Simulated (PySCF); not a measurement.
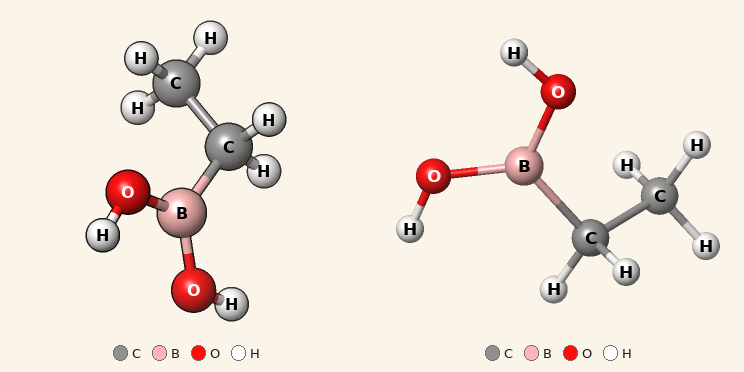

The same structure drawn twice, from different directions.

The computed structure is the end point of a GFN2-xTB optimisation. No frequency run is at hand to confirm it as a minimum.

**Count the atoms of each element.**

C₂H₇BO₂, 12 atoms: 2 carbon, 7 hydrogen, 1 boron and 2 oxygen.

**Count the bonded pairs by element.**

5 C–H, 2 B–O, 2 O–H, 1 C–C, 1 C–B.

**Give a SMILES string for it.**

CCB(O)O

More results for the same structure follow; atom numbers are the same in all pictures, views and colours differ.

Geometry

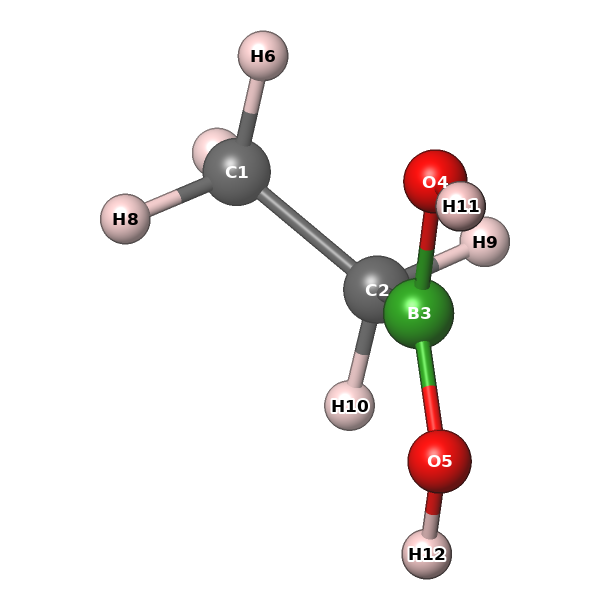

C2 lies behind B3. The molecule seen a little off the B3–C2 bond, B3 in front. Depth is shown by fading: the farther an atom, the more it takes the colour of the background. No frequency run is at hand to confirm it as a minimum.

**What is the torsion angle O4–B3–C2–C1? The sign is positive where the front bond must turn clockwise to cover the back bond.**

−49°, synclinal (gauche).

Electronic properties

No frequency run is at hand to confirm it as a minimum. Level of theory: PBE0/def2-SVPD, gas phase (PySCF 2.14.0). Excitations: vertical, linear response.

Computed properties:

- dipole moment: 1.36 D
- HOMO energy (Kohn–Sham orbital): −8.58 eV
- LUMO energy (Kohn–Sham orbital): 0.06 eV
- HOMO–LUMO gap: 8.64 eV
- mean static polarisability: 47.4 bohr³
- lowest vertical singlet excitation: 7.50 eV
- its oscillator strength: 0.025

Quadrupole coupling

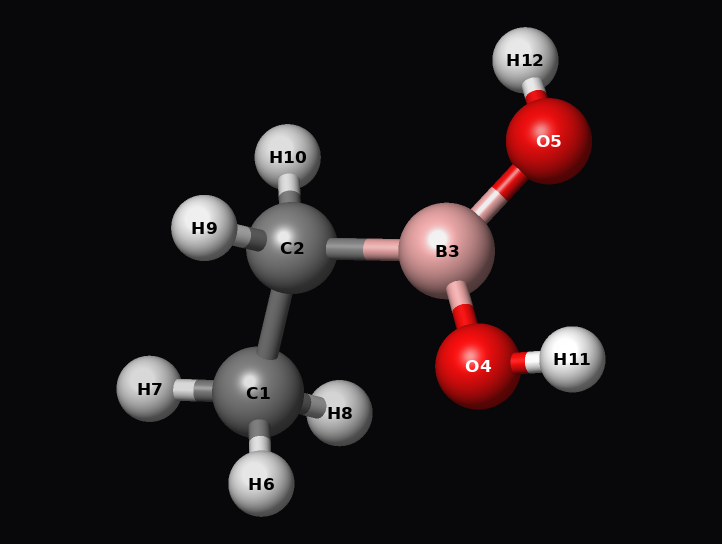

No frequency run is at hand to confirm it as a minimum. Electric field gradients from the ground-state density, PBE0/pcSseg-1 (PySCF 2.14.0), non-relativistic apart from any core potentials.

Give the largest field-gradient component, the quadrupole coupling constant and the asymmetry for 11B at B3 (Q = 40.59 mb), 17O at O4 (Q = −25.6 mb), 17O at O5 (Q = −25.6 mb), 2H at H6 (Q = 2.86 mb), 2H at H7 (Q = 2.86 mb), 2H at H8 (Q = 2.86 mb), 2H at H9 (Q = 2.86 mb).

| atom | V_zz (a.u.) | e²qQ/h (MHz) | η |
| --- | --- | --- | --- |
| B3 | 0.362 | 3.45 | 0.38 |
| O4 | 1.402 | −8.43 | 0.13 |
| O5 | 1.422 | −8.55 | 0.14 |
| H6 | 0.316 | 0.213 | 0.02 |
| H7 | 0.315 | 0.212 | 0.02 |
| H8 | 0.316 | 0.212 | 0.03 |
| H9 | 0.310 | 0.209 | 0.03 |

NMR shielding

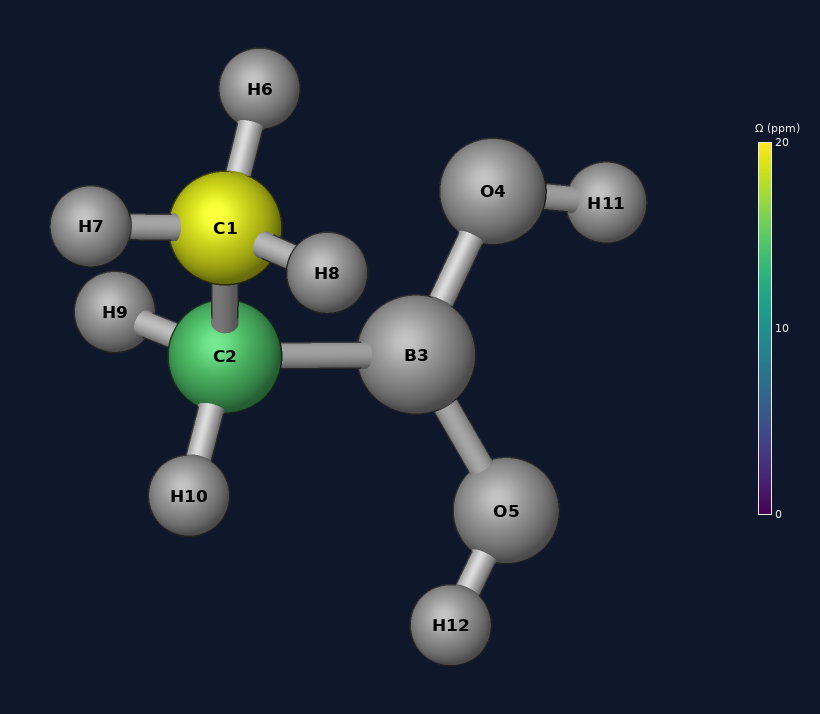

The C atoms are coloured by the span of their shielding tensor. No frequency run is at hand to confirm it as a minimum. Level of theory: GIAO PBE0/pcSseg-1 NMR shielding, non-relativistic, gas phase (PySCF 2.14.0). Principal shieldings σ11 ≤ σ22 ≤ σ33, span Ω = σ33 − σ11, skew κ = 3(σiso − σ22)/Ω.

**Which C atom has the most anisotropic shielding?**

C1, with a span of 19 ppm.

Give the shielding tensors of the C atoms.

```tsv
atom	σ11	σ22	σ33	σiso	Ω	κ
C1	167.2	173.9	186.1	175.8	18.9	0.29
C2	167.3	176.0	181.8	175.0	14.5	−0.21
```

Shieldings and span in ppm.

Charges

The questions are on Hirshfeld charges. No frequency run is at hand to confirm it as a minimum. Level of theory: PBE0/pcSseg-1, gas phase (PySCF 2.14.0).

**Which atom carries the highest charge (most positive or least negative)?**

B3 (0.25 e).

**And the lowest?**

O5 (−0.27 e).

List the Hirshfeld charges.

| atom | value (e) |
| --- | --- |
| C1 | −0.12 |
| C2 | −0.15 |
| B3 | 0.25 |
| O4 | −0.25 |
| O5 | −0.27 |
| H6 | 0.04 |
| H7 | 0.04 |
| H8 | 0.04 |
| H9 | 0.04 |
| H10 | 0.03 |
| H11 | 0.18 |
| H12 | 0.18 |

The geometry is semi-empirical. Around B such bond lengths and angles can be off by a tenth of an ångström or more and by several degrees, and values that hang on the shape move with them.
